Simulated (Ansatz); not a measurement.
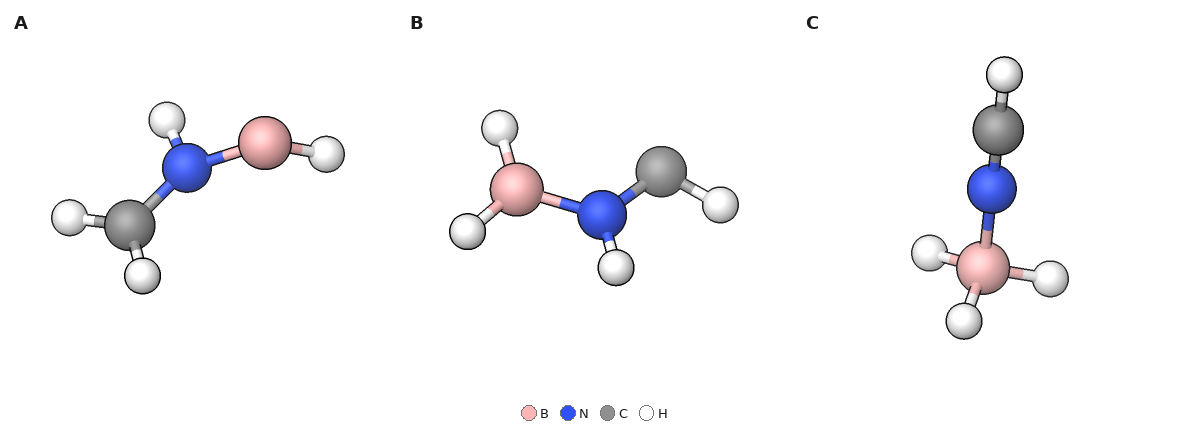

3 stationary structures of one formula. Geometries: PBE0-D4/def2-TZVP. Electronic energies: RHF-CCSD(T) (frozen core)/def2-TZVPP (Ansatz 0.2.0), without zero-point energy. No frequency run is at hand to confirm each as a minimum. Each is one conformer, not always the lowest.

### Rank them by energy, lowest first.

C is lowest (C3v); B lies 23.3 kcal/mol above it (Cs), A lies 48.7 kcal/mol above it (C1).
